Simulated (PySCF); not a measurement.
C$_{8}$H$_{7}$ClSi

```json
{"atom": "Cl", "x (Å)": "-0.0617", "y (Å)": "6.4602", "z (Å)": "0.4567"}
{"atom": "C", "x (Å)": "0.2464", "y (Å)": "4.7595", "z (Å)": "0.6221"}
{"atom": "C", "x (Å)": "1.5705", "y (Å)": "4.3155", "z (Å)": "0.6244"}
{"atom": "C", "x (Å)": "1.8463", "y (Å)": "2.9582", "z (Å)": "0.7553"}
{"atom": "C", "x (Å)": "0.8038", "y (Å)": "2.0343", "z (Å)": "0.8844"}
{"atom": "C", "x (Å)": "-0.5142", "y (Å)": "2.4743", "z (Å)": "0.8822"}
{"atom": "C", "x (Å)": "-0.8103", "y (Å)": "3.8532", "z (Å)": "0.7497"}
{"atom": "C", "x (Å)": "-2.2441", "y (Å)": "4.1930", "z (Å)": "0.7607"}
{"atom": "C", "x (Å)": "-3.1252", "y (Å)": "3.1787", "z (Å)": "0.8928"}
{"atom": "Si", "x (Å)": "-2.1654", "y (Å)": "1.5793", "z (Å)": "1.0312"}
{"atom": "H", "x (Å)": "2.3757", "y (Å)": "5.0450", "z (Å)": "0.5224"}
{"atom": "H", "x (Å)": "2.8849", "y (Å)": "2.6198", "z (Å)": "0.7559"}
{"atom": "H", "x (Å)": "1.0355", "y (Å)": "0.9710", "z (Å)": "0.9865"}
{"atom": "H", "x (Å)": "-2.5363", "y (Å)": "5.2428", "z (Å)": "0.6621"}
{"atom": "H", "x (Å)": "-4.2026", "y (Å)": "3.3556", "z (Å)": "0.9092"}
{"atom": "H", "x (Å)": "-2.3389", "y (Å)": "0.8645", "z (Å)": "2.3328"}
{"atom": "H", "x (Å)": "-2.4194", "y (Å)": "0.6036", "z (Å)": "-0.0725"}
```

Geometry: PBE0-D3(BJ)/def2-SVP.

These are results of PySCF 2.14.0, B3LYP/def2-SVPD, SCF density, gas phase, not measurements.

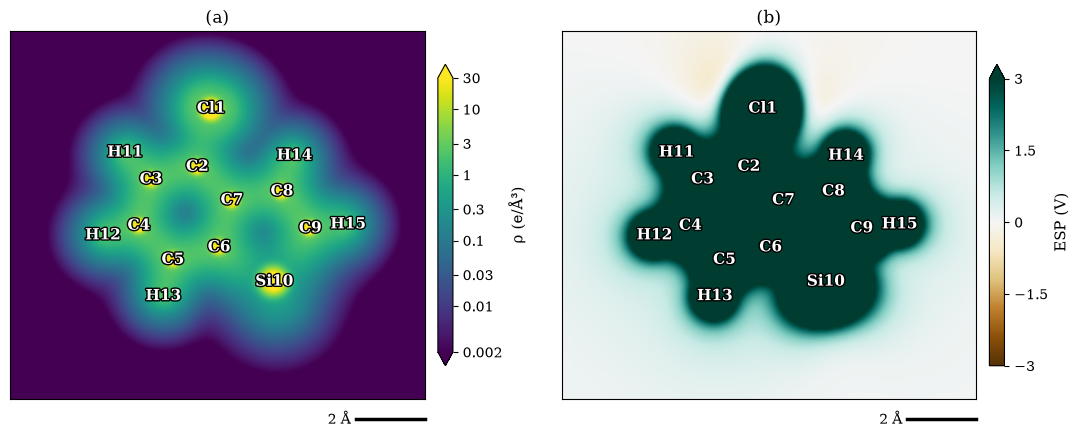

Figure 1. (a) total electron density; (b) electrostatic potential on the plane of atoms C2, C3 and H11.

**What does the map show?**

The section cuts through Cl, C, Si and H sites.
C–C (1.35 Å): the density is about 2.2 e/Å³ at the midpoint.
C–Cl (1.74 Å): the density is about 1.4 e/Å³ at the midpoint.
C–Si (1.87 Å): ρ at the midpoint is about 0.96 e/Å³.
C–H (1.09 Å): ρ at the midpoint is about 2 e/Å³.
C–C (1.39 Å): ρ at the midpoint is about 2.1 e/Å³.
Outside the dense part of the molecule the potential is most negative (−0.4 V) near Cl1.

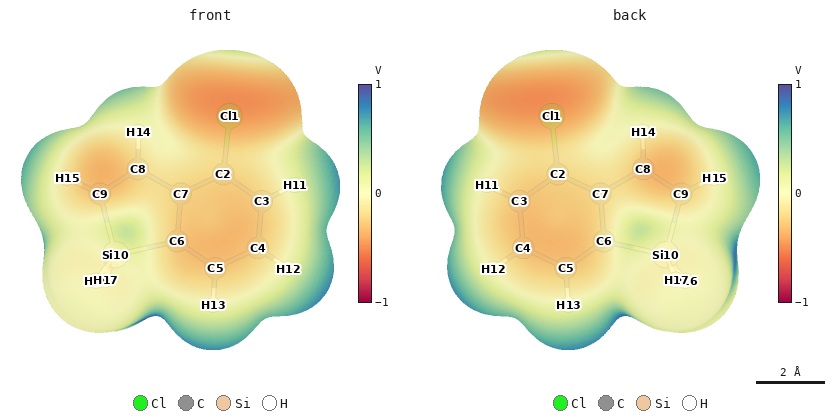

Figure 2. The molecular electrostatic potential painted on the density surface at 0.001 e/bohr³, seen from the front and from behind; the colour scale runs from red (negative) to blue (positive).

**Describe the electrostatic potential map.**

The most negative region (about −0.5 V, or −12 kcal/mol for a unit charge) lies over Cl1, the most positive (about +0.9 V, or +21 kcal/mol for a unit charge) over Si10. Cl1 shows a σ-hole: about +0.2 V at the tip opposite its bond, against about −0.3 V, or −7 kcal/mol for a unit charge on its flanks.

**What dipole moment does the calculation give?**

Its dipole moment is 1.20 D.
